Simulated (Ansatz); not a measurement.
Cost and result by functional for the surface energy of the (21-33) surface of hcp Mg in its 1x1 cell, outermost plane spacing 0.15 Å in the ideal cut, in Ansatz (plane waves, PAW). Single points on the PBE structure, on one kind of machine; costs are rough ratios of the slab run's core time (references not counted) to the cheapest single point. r2SCAN's cost holds its higher cutoff (500 against 420 eV). Differences are taken against r2SCAN for comparison alone: no measured value is at hand, so the table doesn't rank accuracy.

Slab: 24 atoms, 10.0 Å thick at the start (thin: gaps and levels are the slab's own); k 6x5x1, smearing 0.1 eV, dipole-corrected; all atoms relaxed; symmetry of the start imposed; no spin, no spin-orbit, no U. These notes are the PBE run's.

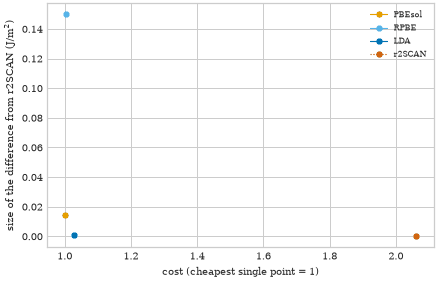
Figure: Difference from r2SCAN against cost

```tsv
functional	relative cost	surface energy (J/m²)	less r2SCAN (J/m²)
PBEsol	1	0.79	-0.01
RPBE	1	0.65	-0.15
LDA	1	0.80	0.00
r2SCAN	2	0.80	0.00
PBE (the relaxed run's value)	–	0.71	-0.09
```

The values span 0.15 J/m², while the single points' costs differ by a factor of roughly 2. Differences are of unrounded values.

Ansatz is a program for electronic structure.
